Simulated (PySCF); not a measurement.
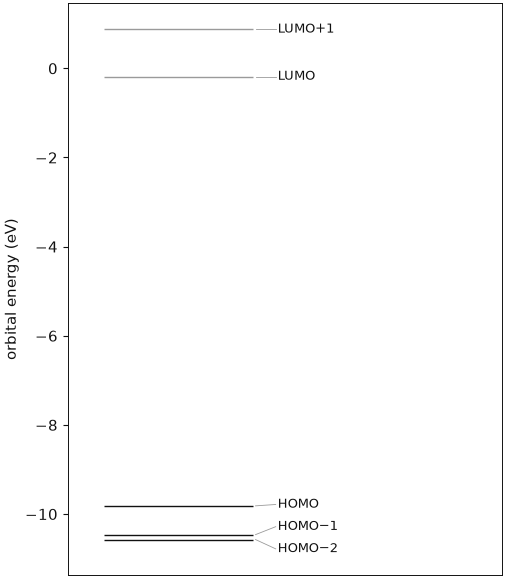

Kohn-Sham orbital energies near the frontier, CAM-B3LYP/def2-SVPD, PySCF, at a GFN2-xTB geometry (no frequency check), isolated molecule; empty levels in grey, levels within 0.03 eV side by side.

Question: Which molecule has this level scheme?
A. C₃H₁₁BN₂O, SMILES COB(N)N(C)C
B. B₃N₂H₇, SMILES BN(B)BN
C. C₅H₅NO₂Si, SMILES N#C[C@H]1CC(=O)[SiH2]C1=O

Answer: Option B. HOMO −9.82 eV, LUMO −0.18 eV, separation 9.63 eV.

Note: the tight-binding geometry is rougher than a DFT one and adds to the error; one conformer of a flexible molecule; empty levels above zero depend strongly on the basis.
